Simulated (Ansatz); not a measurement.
# BNH (sextet): correlated methods under varied settings

What do other methods and options give for BNH (sextet) at this geometry, and how long do they take?

Method: the settings change from run to run; program: Ansatz 0.2.0, Gaussian basis.

22 further runs of the same task are left out: 1 for a mislabelled method, 7 that didn't finish, 14 set aside as unsound or not needed.

### 1 The system

The geometry is a PBE0/def2-TZVP stationary point (not a proven minimum) of the parent state, kept for this charge and spin.

3 atoms, charge 0, spin multiplicity 6.

Atoms are counted from 1 here; the program's logs count them from 0.

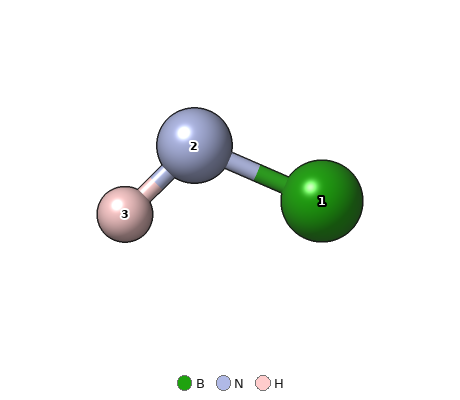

The structure; boron green, nitrogen light blue, hydrogen pink; atoms are numbered from 1 in the order of the file.

### 2 MP2 on ROHF/cc-pVDZ

The input, in.yaml:

```yaml
crystal:
  periodic: [false, false, false]
  atoms:
    - {symbol: B, position_ang: [0.000000, 0.079752, 0.863775]}
    - {symbol: N, position_ang: [0.000000, -0.117617, -0.587927]}
    - {symbol: H, position_ang: [0.000000, 0.779045, -1.094669]}
basis:
  gaussian: {orbitals: cc-pVDZ, point_charges: [{charge: 1.00, position_ang: [3.355, -0.439, -0.989]}]}
magnetization: {spin_polarized: false, initial_magnetization: 5}
correlation: {method: mp2, electrons: outside_noble_gas}
output: {forces: true}
```

On the command line:

```sh
$ ansatz run in.yaml --threads 1 --pin off --events-out ev --progress --plain --max-ram 2393MiB
```

What it wrote:

```text
Functional definition: HF
  name "HF"
  cite "Fock, Z. Phys. 61, 126 (1930) doi:10.1007/BF01340294"
  parent pbe
  exchange = exact_x
  correlation = 0
313 factors; integrals over basis functions are off by at most 1.0e-3 eV
mean field evaluation 1: about -2156.6733 eV, gradient 2.0e1 eV
mean field evaluation 2: about -2156.6755 eV, gradient 2.0e1 eV
mean field evaluation 4: about -2159.7814 eV, gradient 2.1e0 eV
mean field evaluation 8: about -2159.8411 eV, gradient 3.6e-3 eV
mean field -2159.84109549 eV, -79.3726962663 hartree, gradient 4.3e-6 eV, S^2 8.750000; 0 other end points of the search recorded, 0 dependent functions left out
mean field evaluation 16: about -2159.9401 eV, gradient 9.9e-1 eV
2 core orbitals not correlated: weight in the atoms' cores, before any rotation towards them, 1.000 or more for the frozen orbitals, at most 0.000 for the correlated occupied ones
reference -2159.84109549 eV, -79.3726962663 hartree; 7, 2 occupied and 24, 29 virtual orbitals, 313 factors
second order -3.45785755 eV of doubles, -0.08399252 eV of singles
the calculation of the forces begins
Total energy: -2163.38294556 eV, -79.5028568556 hartree
Atom 0 at     0.000000     0.079752     0.863775 Å, force     0.636937    -0.481664     6.641437 eV/Å
Atom 1 at     0.000000    -0.117617    -0.587927 Å, force    -0.528473     0.875394    -5.019889 eV/Å
Atom 2 at     0.000000     0.779045    -1.094669 Å, force    -0.265569    -0.345175    -1.918480 eV/Å
Dipole moment:    -0.120737     0.142296    -0.994054 e Å
```

Wall time 0.27 s (1 thread of AMD EPYC 7B13, shared host).

### 3 HF/cc-pVDZ

The input, in.yaml:

```yaml
crystal:
  periodic: [false, false, false]
  atoms:
    - {symbol: B, position_ang: [0.000000, 0.079752, 0.863775]}
    - {symbol: N, position_ang: [0.000000, -0.117617, -0.587927]}
    - {symbol: H, position_ang: [0.000000, 0.779045, -1.094669]}
basis:
  gaussian: {orbitals: cc-pVDZ}
magnetization: {spin_polarized: false, initial_magnetization: 5}
hamiltonian: {xc: hf}
output: {forces: true, orbitals: {seedname: orbitals}}
```

Launched as before.

What it wrote (excerpt; [...] marks lines left out):

```text
Functional definition: HF
  name "HF"
  cite "Fock, Z. Phys. 61, 126 (1930) doi:10.1007/BF01340294"
  parent pbe
[...]
313 factors; integrals over basis functions are off by at most 1.1e-3 eV
[...]
mean field -2160.04543167 eV, -79.3802054825 hartree, gradient 2.6e-5 eV, S^2 8.750000; 0 other end points of the search recorded, 0 dependent functions left out
[...]
reference -2160.04543167 eV, -79.3802054825 hartree; 9, 4 occupied and 24, 29 virtual orbitals, 313 factors
Total energy: -2160.04543167 eV, -79.3802054825 hartree
Atom 0 at     0.000000     0.079752     0.863775 Å, force     0.000000    -0.440453     6.393549 eV/Å
Atom 1 at     0.000000    -0.117617    -0.587927 Å, force     0.000000     1.585410    -4.920198 eV/Å
Atom 2 at     0.000000     0.779045    -1.094669 Å, force    -0.000000    -1.144957    -1.473351 eV/Å
Dipole moment:     0.000000     0.119046    -1.058072 e Å
```

Run time: 0.18 s. Hardware: 1 thread of AMD EPYC 7B13, shared host.

### 4 MRCISD+Q(relaxed)(7,8)/STO-3G

Changes to in.yaml since step 3:

```diff
@@ -7,5 +7,4 @@
 basis:
-  gaussian: {orbitals: cc-pVDZ}
+  gaussian: {orbitals: STO-3G}
 magnetization: {spin_polarized: false, initial_magnetization: 5}
-hamiltonian: {xc: hf}
-output: {forces: true, orbitals: {seedname: orbitals}}
+correlation: {method: fic_mrcisd_q_relaxed, electrons: outside_noble_gas, active_space: {window: {electrons: 7, orbitals: 8}}}
```

Same command.

What it wrote (excerpt; [...] marks lines left out):

```text
Functional definition: HF
  name "HF"
  cite "Fock, Z. Phys. 61, 126 (1930) doi:10.1007/BF01340294"
  parent pbe
[...]
143 factors; integrals over basis functions are off by at most 6.3e-5 eV
[...]
mean field -2130.39879532 eV, -78.2907116918 hartree, gradient 7.0e-7 eV, S^2 8.750000; 0 other end points of the search recorded, 0 dependent functions left out
reference -2130.39879532 eV, -78.2907116918 hartree; 9, 4 occupied and 2, 7 virtual orbitals, 143 factors
state -2131.00891836 eV, -78.3131333001 hartree
contracted CI cycle   1: correlation -0.00000000 eV, -0.0000000000 hartree, residual 4.27e0 eV
contracted CI cycle   2: correlation -0.34371818 eV, -0.0126314102 hartree, residual 1.11e0 eV
contracted CI cycle   3: correlation -0.37141803 eV, -0.0136493610 hartree, residual 3.45e-1 eV
contracted CI cycle   4: correlation -0.37446179 eV, -0.0137612169 hartree, residual 1.63e-1 eV
contracted CI cycle   5: correlation -0.37516669 eV, -0.0137871214 hartree, residual 8.66e-2 eV
contracted CI cycle   6: correlation -0.37539655 eV, -0.0137955688 hartree, residual 5.07e-2 eV
contracted CI cycle   7: correlation -0.37548223 eV, -0.0137987173 hartree, residual 3.21e-2 eV
contracted CI cycle   8: correlation -0.37551017 eV, -0.0137997441 hartree, residual 1.61e-2 eV
contracted CI cycle   9: correlation -0.37551607 eV, -0.0137999609 hartree, residual 6.80e-3 eV
contracted CI cycle  10: correlation -0.37551703 eV, -0.0137999962 hartree, residual 2.61e-3 eV
contracted CI cycle  11: correlation -0.37551716 eV, -0.0138000013 hartree, residual 7.94e-4 eV
state -2131.00891836 eV, -78.3131333001 hartree; corrected -2131.38805929 eV, -78.3270664721 hartree
Total energy: -2131.38805929 eV, -78.3270664721 hartree
```

Run time: 1 s. Hardware: 1 thread of AMD EPYC 7B13, shared host.

From the report: 120 determinants; active occupations 1.97, 1.00, 1.00, 1.00, 1.00, 1.00, 0.03, 0.00.

### 5 CCSD(T) on ROHF/cc-pVDZ

The input, in.yaml:

```yaml
crystal:
  periodic: [false, false, false]
  atoms:
    - {symbol: B, position_ang: [0.000000, 0.079752, 0.863775]}
    - {symbol: N, position_ang: [0.000000, -0.117617, -0.587927]}
    - {symbol: H, position_ang: [0.000000, 0.779045, -1.094669]}
basis:
  gaussian: {orbitals: cc-pVDZ}
magnetization: {spin_polarized: false, initial_magnetization: 5}
correlation: {method: ccsd_t, electrons: outside_noble_gas}
accuracy: high
output: {forces: true}
```

Launched as before.

What it wrote (excerpt; [...] marks lines left out):

```text
Functional definition: HF
  name "HF"
  cite "Fock, Z. Phys. 61, 126 (1930) doi:10.1007/BF01340294"
  parent pbe
[...]
685 factors; integrals over basis functions are off by at most 3.3e-9 eV
[...]
mean field -2160.04549073 eV, -79.3802076527 hartree, gradient 1.4e-8 eV, S^2 8.750000; 1 other end points of the search recorded, 0 dependent functions left out
determinant -2160.04549073 eV, -79.3802076527 hartree, with singles and doubles -2164.25620881 eV, -79.5349486882 hartree
determinant -2156.73182910 eV, -79.2584328340 hartree, with singles and doubles -2160.99140858 eV, -79.4149694928 hartree
2 core orbitals not correlated: weight in the atoms' cores, before any rotation towards them, 1.000 or more for the frozen orbitals, at most 0.000 for the correlated occupied ones
reference -2160.04549073 eV, -79.3802076527 hartree; 7, 2 occupied and 24, 29 virtual orbitals, 685 factors
second order -3.45639621 eV of doubles, -0.08453058 eV of singles
cycle   1  -4.21071588 eV  change    2.2e-6 eV  update   4.2e-4
[...]
cycle  19  -4.21082491 eV  change   3.3e-11 eV  update  6.7e-10
perturbative correction -0.07052074 eV, -0.0025915895 hartree
[...]
Total energy: -2164.32683637 eV, -79.5375442033 hartree
Atom 0 at     0.000000     0.079752     0.863775 Å, force     0.000000    -0.389293     6.730290 eV/Å
Atom 1 at     0.000000    -0.117617    -0.587927 Å, force     0.000000     0.650065    -4.765956 eV/Å
Atom 2 at     0.000000     0.779045    -1.094669 Å, force    -0.000000    -0.260772    -1.964334 eV/Å
Dipole moment:    -0.000000     0.115498    -1.049851 e Å
```

It took 2.5 s on 1 thread of AMD EPYC 7B13, shared host.

From the report: correlation -4.2813 eV; T1 0.014; largest double amplitude 0.05.

### 6 NEVPT2(5,9)/def2-mTZVP

The input, in.yaml:

```yaml
crystal:
  periodic: [false, false, false]
  atoms:
    - {symbol: B, position_ang: [0.000000, 0.079752, 0.863775]}
    - {symbol: N, position_ang: [0.000000, -0.117617, -0.587927]}
    - {symbol: H, position_ang: [0.000000, 0.779045, -1.094669]}
basis:
  gaussian: {orbitals: def2-mTZVP}
magnetization: {spin_polarized: false, initial_magnetization: 5}
hamiltonian: {pseudopotentials: {relativity: scalar}}
correlation: {method: sc_nevpt2, electrons: all, active_space: {window: {electrons: 5, orbitals: 9}, states: [{multiplicity: 6, weights: [1, 1, 1, 1]}], root: 2}}
output: {forces: true}
```

Same command.

What it wrote (excerpt; [...] marks lines left out):

```text
Functional definition: HF
  name "HF"
  cite "Fock, Z. Phys. 61, 126 (1930) doi:10.1007/BF01340294"
  parent pbe
[...]
662 factors; integrals over basis functions are off by at most 1.5e-7 eV
[...]
mean field -2161.44859339 eV, -79.4317707247 hartree, gradient 2.5e-6 eV, S^2 8.750000; 0 other end points of the search recorded, 0 dependent functions left out
reference -2161.44859339 eV, -79.4317707247 hartree; 9, 4 occupied and 32, 37 virtual orbitals, 662 factors
state -2161.31759559 eV, -79.4269566444 hartree
state -2158.67568606 eV, -79.3298682596 hartree
state -2158.33473626 eV, -79.3173385858 hartree
state -2156.30040333 eV, -79.2425782294 hartree
state -2161.31759559 eV, -79.4269566444 hartree; corrected -2165.96141010 eV, -79.5976136797 hartree
state -2158.67568606 eV, -79.3298682596 hartree; corrected -2163.32413633 eV, -79.5006956564 hartree
state -2158.33473626 eV, -79.3173385858 hartree; corrected -2162.99029360 eV, -79.4884271623 hartree
state -2156.30040333 eV, -79.2425782294 hartree; corrected -2160.87719059 eV, -79.4107720589 hartree
[...]
Total energy: -2162.99029360 eV, -79.4884271623 hartree
Relativity: scalar
Atom 0 at     0.000000     0.079752     0.863775 Å, force     0.000000    -0.691698     3.771814 eV/Å
Atom 1 at     0.000000    -0.117617    -0.587927 Å, force    -0.000000    -2.820075     0.162937 eV/Å
Atom 2 at     0.000000     0.779045    -1.094669 Å, force    -0.000000     3.511774    -3.934751 eV/Å
Dipole moment:    -0.000000    -0.594582     0.356188 e Å
```

Run time: 2.5 s. Hardware: 1 thread of AMD EPYC 7B13, shared host.

From the report: 66 determinants; active occupations (of the averaged states) 1.00, 1.00, 1.00, 0.75, 0.50, 0.50, 0.25, 0.01, 0.01.

### 7 HF/cc-pVDZ

The input, in.yaml:

```yaml
crystal:
  periodic: [false, false, false]
  atoms:
    - {symbol: B, position_ang: [0.000000, 0.079752, 0.863775]}
    - {symbol: N, position_ang: [0.000000, -0.117617, -0.587927]}
    - {symbol: H, position_ang: [0.000000, 0.779045, -1.094669]}
basis:
  gaussian: {orbitals: cc-pVDZ}
magnetization: {spin_polarized: false, initial_magnetization: 5}
hamiltonian: {xc: hf}
output: {orbitals: {seedname: orbitals}}
```

Same command.

What it wrote:

```text
Functional definition: HF
  name "HF"
  cite "Fock, Z. Phys. 61, 126 (1930) doi:10.1007/BF01340294"
  parent pbe
  exchange = exact_x
  correlation = 0
313 factors; integrals over basis functions are off by at most 1.1e-3 eV
mean field evaluation 1: about -2156.7190 eV, gradient 2.1e1 eV
mean field evaluation 2: about -2156.7210 eV, gradient 2.1e1 eV
mean field evaluation 4: about -2159.9849 eV, gradient 2.1e0 eV
mean field evaluation 8: about -2160.0454 eV, gradient 3.2e-3 eV
mean field -2160.04543167 eV, -79.3802054825 hartree, gradient 2.6e-5 eV, S^2 8.750000; 0 other end points of the search recorded, 0 dependent functions left out
reference -2160.04543167 eV, -79.3802054825 hartree; 9, 4 occupied and 24, 29 virtual orbitals, 313 factors
Total energy: -2160.04543167 eV, -79.3802054825 hartree
```

Run time: 0.15 s. Hardware: 1 thread of AMD EPYC 7B13, shared host.

### 8 MP2 on UHF/STO-3G

The input, in.yaml:

```yaml
crystal:
  periodic: [false, false, false]
  atoms:
    - {symbol: B, position_ang: [0.000000, 0.079752, 0.863775]}
    - {symbol: N, position_ang: [0.000000, -0.117617, -0.587927]}
    - {symbol: H, position_ang: [0.000000, 0.779045, -1.094669]}
basis:
  gaussian: {orbitals: STO-3G}
magnetization: {spin_polarized: true, initial_magnetization: 5}
hamiltonian: {pseudopotentials: {relativity: scalar}}
correlation: {method: mp2, electrons: outside_noble_gas}
```

The command is unchanged.

What it wrote:

```text
Functional definition: HF
  name "HF"
  cite "Fock, Z. Phys. 61, 126 (1930) doi:10.1007/BF01340294"
  parent pbe
  exchange = exact_x
  correlation = 0
143 factors; integrals over basis functions are off by at most 6.3e-5 eV
mean field evaluation 1: about -2126.9701 eV, gradient 1.8e1 eV
mean field evaluation 2: about -2127.0405 eV, gradient 1.8e1 eV
mean field evaluation 4: about -2131.0567 eV, gradient 2.3e0 eV
mean field evaluation 8: about -2131.1883 eV, gradient 1.0e-3 eV
mean field evaluation 16: about -2131.1843 eV, gradient 4.4e-1 eV
mean field -2131.18595801 eV, -78.3196393870 hartree, gradient 2.0e-6 eV, S^2 8.755975; 1 other end points of the search recorded, 0 dependent functions left out
2 core orbitals not correlated: weight in the atoms' cores, before any rotation towards them, 1.000 or more for the frozen orbitals, at most 0.000 for the correlated occupied ones
reference -2131.18595801 eV, -78.3196393870 hartree; 7, 2 occupied and 2, 7 virtual orbitals, 143 factors
second order -0.59400947 eV of doubles, -0.00000000 eV of singles
Total energy: -2131.77996748 eV, -78.3414688324 hartree
Relativity: scalar
```

Wall time 0.09 s (1 thread of AMD EPYC 7B13, shared host).

From the report: ⟨S²⟩ of the determinant 8.756 (pure sextet: 8.75).

### 9 NEVPT2(7,9)/cc-pVDZ

The input, in.yaml:

```yaml
crystal:
  periodic: [false, false, false]
  atoms:
    - {symbol: B, position_ang: [0.000000, 0.079752, 0.863775]}
    - {symbol: N, position_ang: [0.000000, -0.117617, -0.587927]}
    - {symbol: H, position_ang: [0.000000, 0.779045, -1.094669]}
basis:
  gaussian: {orbitals: cc-pVDZ}
magnetization: {spin_polarized: false, initial_magnetization: 5}
correlation: {method: sc_nevpt2, electrons: valence, active_space: {window: {electrons: 7, orbitals: 9}, states: [{multiplicity: 6, weights: [1, 1, 0.5]}, {multiplicity: 8, weights: [1]}]}}
```

Launched as before.

What it wrote (excerpt; [...] marks lines left out):

```text
Functional definition: HF
  name "HF"
  cite "Fock, Z. Phys. 61, 126 (1930) doi:10.1007/BF01340294"
  parent pbe
[...]
608 factors; integrals over basis functions are off by at most 1.4e-7 eV
[...]
mean field -2160.04549068 eV, -79.3802076509 hartree, gradient 3.1e-6 eV, S^2 8.750000; 0 other end points of the search recorded, 0 dependent functions left out
reference -2160.04549068 eV, -79.3802076509 hartree; 9, 4 occupied and 24, 29 virtual orbitals, 608 factors
state -2160.38321699 eV, -79.3926188641 hartree
state -2157.23014285 eV, -79.2767455266 hartree
state -2156.78796519 eV, -79.2604957975 hartree
state -2160.38321699 eV, -79.3926188641 hartree; corrected -2163.66594951 eV, -79.5132570589 hartree
state -2157.23014285 eV, -79.2767455266 hartree; corrected -2160.47177277 eV, -79.3958732290 hartree
state -2156.78796519 eV, -79.2604957975 hartree; corrected -2160.09744375 eV, -79.3821168910 hartree
state -2148.34653726 eV, -78.9502790428 hartree
state -2148.34653726 eV, -78.9502790428 hartree; corrected -2151.23579005 eV, -79.0564571244 hartree
Total energy: -2158.69206691 eV, -79.3304702451 hartree
```

Wall time 7.5 s (1 thread of AMD EPYC 7B13, shared host).

From the report: 378 determinants; active occupations (of the averaged states) 1.69, 1.00, 1.00, 1.00, 0.86, 0.72, 0.71, 0.02, 0.01.

### 10 CCSD(T) on UHF/aug-cc-pVDZ

The input, in.yaml:

```yaml
crystal:
  periodic: [false, false, false]
  atoms:
    - {symbol: B, position_ang: [0.000000, 0.079752, 0.863775]}
    - {symbol: N, position_ang: [0.000000, -0.117617, -0.587927]}
    - {symbol: H, position_ang: [0.000000, 0.779045, -1.094669]}
basis:
  gaussian: {orbitals: aug-cc-pVDZ}
magnetization: {spin_polarized: true, initial_magnetization: 5}
correlation: {method: ccsd_t, electrons: all}
output: {forces: true}
```

Same command.

What it wrote (excerpt; [...] marks lines left out):

```text
Functional definition: HF
  name "HF"
  cite "Fock, Z. Phys. 61, 126 (1930) doi:10.1007/BF01340294"
  parent pbe
[...]
543 factors; integrals over basis functions are off by at most 9.8e-4 eV
[...]
mean field -2160.31301064 eV, -79.3900388283 hartree, gradient 8.5e-6 eV, S^2 8.758688; 2 other end points of the search recorded, 0 dependent functions left out
determinant -2160.31301064 eV, -79.3900388283 hartree, with singles and doubles -2164.63081884 eV, -79.5487153528 hartree
determinant -2158.10773740 eV, -79.3089965314 hartree, with singles and doubles -2162.37211580 eV, -79.4657095472 hartree
determinant -2157.83357017 eV, -79.2989210717 hartree, with singles and doubles -2162.01905954 eV, -79.4527349690 hartree
reference -2160.31301064 eV, -79.3900388283 hartree; 9, 4 occupied and 46, 51 virtual orbitals, 543 factors
second order -3.66101151 eV of doubles, -0.00000000 eV of singles
cycle   1  -4.32751212 eV  change   -2.3e-1 eV  update   1.9e-2
[...]
cycle  11  -4.34734749 eV  change    9.3e-7 eV  update   2.0e-6
perturbative correction -0.08846156 eV, -0.0032509025 hartree
[...]
Total energy: -2164.74881970 eV, -79.5530518044 hartree
Atom 0 at     0.000000     0.079752     0.863775 Å, force    -0.000000    -0.430716     6.478565 eV/Å
Atom 1 at     0.000000    -0.117617    -0.587927 Å, force     0.000000     0.820483    -4.575478 eV/Å
Atom 2 at     0.000000     0.779045    -1.094669 Å, force     0.000000    -0.389767    -1.903087 eV/Å
Dipole moment:    -0.000000     0.105400    -1.015430 e Å
```

Run time: 9 s. Hardware: 1 thread of AMD EPYC 7B13, shared host; peak memory 0.28 GiB.

From the report: ⟨S²⟩ of the determinant 8.759 (pure sextet: 8.75); correlation -4.4358 eV; T1 0.010; largest double amplitude 0.02.

### 11 All runs side by side

Where basis and cores are those of an earlier UCCSDT(Q)/cc-pVDZ run (-2164.3457 eV), and the state is the same kind, the miss against it is given.

```tsv
level	correlated	functions	energy (eV)	from UCCSDT(Q) (meV)	time
MP2 on ROHF/cc-pVDZ (beside a point charge)	outside noble gas	33	-2163.3829		0.27 s
HF/cc-pVDZ		33	-2160.0454	4300.3	0.18 s
MRCISD+Q(relaxed)(7,8)/STO-3G	outside noble gas	11	-2131.3881		1 s
CCSD(T) on ROHF/cc-pVDZ	outside noble gas	33	-2164.3268	18.9	2.5 s
NEVPT2(5,9)/def2-mTZVP (excited root 2 of an average, relativity set)	all	41	-2162.9903		2.5 s
HF/cc-pVDZ		33	-2160.0454	4300.3	0.15 s
MP2 on UHF/STO-3G (relativity set)	outside noble gas	11	-2131.7800		0.09 s
NEVPT2(7,9)/cc-pVDZ (mean of several states)	valence	33	-2158.6921		7.5 s
CCSD(T) on UHF/aug-cc-pVDZ	all	55	-2164.7488		9 s
```

### 12 Results

| quantity | value |
| --- | --- |
| runs | 9 |
| quickest | MP2 on UHF/STO-3G (relativity set), 0.09 s |
| slowest | CCSD(T) on UHF/aug-cc-pVDZ, 9 s |

What this shows: Total energies in different bases, with other cores or another treatment of relativity can't be set against each other. CCSD(T) on UHF/aug-cc-pVDZ took 100 times as long as MP2 on UHF/STO-3G (relativity set); the jobs differ in more than the method. Hartree-Fock, CASSCF and CASCI lack dynamic correlation by design.
